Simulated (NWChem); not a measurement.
**SiH2SO (SMILES O[Si]S): BP86/aug-cc-pVDZ**

Aim: the vertical ionisation energy of SiH2SO at BP86/aug-cc-pVDZ, from 2 runs. 

Program for the calculation: NWChem 7.3.0.

10 further runs of the same task are left out: 10 set aside as unsound or not needed.

### 1 The structure to begin with

SiH2SO: 5 atoms, total charge 0, spin state singlet. As SMILES, `O[Si]S`. The coordinates come from a PBE0-D4/def2-TZVP relaxation. This is one conformer, not always the lowest.

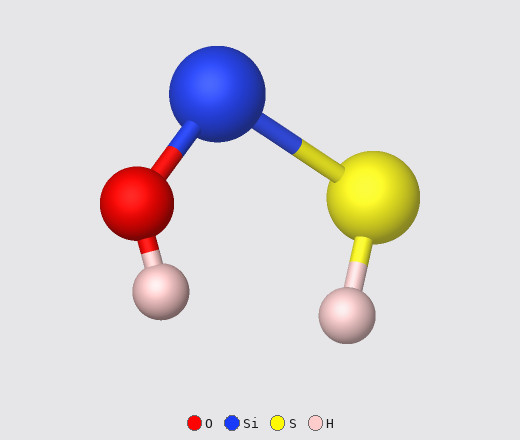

The structure, seen from a chosen angle (oxygen red, silicon blue, sulfur yellow, hydrogen pink).

### 2 The energy at BP86/aug-cc-pVDZ

Input file h2ossi.nw:

```
START h2ossi
memory stack 880 mb heap 220 mb global 1100 mb
charge 0

GEOMETRY units angstrom noautosym nocenter noautoz
  O       -1.194700      -0.658900      -0.325800
  Si      -0.956800       0.951300      -0.079500
  S        1.167700       1.118600       0.360300
  H       -0.489400      -1.308100      -0.267200
  H        1.523000      -0.176500       0.270700
END

BASIS spherical bse
  * library aug-cc-pVDZ
END

DFT
  xc becke88 perdew86
  grid fine
  convergence energy 1e-08
  iterations 100
  mulliken
  noprint "final vectors analysis"
END

TASK dft
```

On the command line:

```sh
$ nwchem h2ossi.nw > h2ossi.out
```

Output (excerpt; [...] marks lines left out):

```text
[...]
          Wavefunction type:  closed shell.
          No. of atoms     :     5
          No. of electrons :    40
[...]
          Charge           :     0
          Spin multiplicity:     1
[...]
          AO basis - number of functions:    95
[...]
              XC Information
              --------------
                    Becke 1988 Exchange Functional  1.000
                Perdew 1981 Correlation Functional  1.000 local
                Perdew 1986 Correlation Functional  1.000 non-local
[...]
 d= 0,ls=0.0,diis     1   -764.1631327797 -8.98D+02  1.76D-02  6.57D-01     3.1
[...]
 d= 0,ls=0.0,diis    11   -764.2368707238 -8.64D-09  7.01D-07  4.76D-09    23.7
         Total DFT energy =     -764.236870723821
      One electron energy =    -1322.386901160719
           Coulomb energy =      480.191601059316
    Exchange-Corr. energy =      -55.973162096263
 Nuclear repulsion energy =      133.931591473845
[...]
      Total Density - Mulliken Population Analysis
     ---------------------------------------------
    Atom       Charge   Shell Charges
 -----------   ------   -------------------------------------------------------
    1 O    8     8.45   2.01  0.83  0.89  0.14  2.87  1.60  0.10  0.01 -0.01
    2 Si  14    13.42   2.00  2.04  0.95  0.75  0.08  6.02  1.06  0.34 -0.01  0.23 -0.05
    3 S   16    16.19   2.00  2.05  0.93  0.88  0.03  6.01  2.38  1.81  0.04  0.04  0.01
    4 H    1     0.92   0.75  0.06 -0.01  0.08  0.05
    5 H    1     1.02   0.70  0.23  0.02  0.03  0.04
[...]
```

Wall time 24 s (1 thread of AMD EPYC 9R45 (Zen 5), shared host); peak memory 0.12 GiB.

### 3 The doublet cation at the same level

Input file struct.nw:

```
START struct
TITLE "H2OSSi"
memory 2200 mb
charge 1

GEOMETRY units angstrom noautosym nocenter noautoz
  O       -1.194700      -0.658900      -0.325800
  Si      -0.956800       0.951300      -0.079500
  S        1.167700       1.118600       0.360300
  H       -0.489400      -1.308100      -0.267200
  H        1.523000      -0.176500       0.270700
END

BASIS spherical bse
  * library aug-cc-pVDZ
END

DFT
  xc becke88 perdew86
  mult 2
  grid fine
  convergence energy 1e-08
  maxiter 100
  mulliken
  print low
END

TASK dft energy
```

On the command line:

```sh
$ nwchem struct.nw > struct.out
```

Output (excerpt; [...] marks lines left out):

```text
[...]
 d= 0,ls=0.0,diis     1   -763.6857079391 -8.98D+02  1.41D-02  5.23D-01     3.5
[...]
 d= 0,ls=0.5,diis    56   -763.8929499164 -6.38D-10  1.08D-07  5.44D-08   138.0
[...]
         Total DFT energy =     -763.892949941475
      One electron energy =    -1312.172838711597
           Coulomb energy =      470.026795527428
    Exchange-Corr. energy =      -55.678498231151
 Nuclear repulsion energy =      133.931591473845
[...]
      Total Density - Mulliken Population Analysis
     ---------------------------------------------
    Atom       Charge   Shell Charges
 -----------   ------   -------------------------------------------------------
    1 O    8     8.40   2.01  0.83  0.89  0.16  2.87  1.57  0.07  0.01  0.00
    2 Si  14    12.87   2.00  2.04  0.93  0.45 -0.02  6.01  1.06  0.20 -0.01  0.24 -0.05
    3 S   16    16.00   2.00  2.05  0.97  0.90  0.03  6.01  2.32  1.66 -0.02  0.05  0.02
    4 H    1     0.85   0.72  0.03 -0.01  0.08  0.03
    5 H    1     0.88   0.69  0.14  0.01  0.03  0.01
[...]
      <S2> =      0.7545 (Exact =     0.7500)
[...]
```

Wall time 2.4 min (1 thread of AMD EPYC 9R45 (Zen 5), shared host); peak memory 0.12 GiB.

### 4 Outcome

At BP86/aug-cc-pVDZ:

```
                                          quantity          value
                      singlet SiH2SO: total energy  -764.23687 Eh
                     singlet SiH2SO: dipole moment         1.86 D
                      doublet cation: total energy  -763.89295 Eh
                              doublet cation: ⟨S²⟩          0.754
vertical ionisation energy (to the doublet cation)       9.359 eV
```

What this shows: The vertical ionisation energy comes to 9.36 eV (216 kcal/mol).
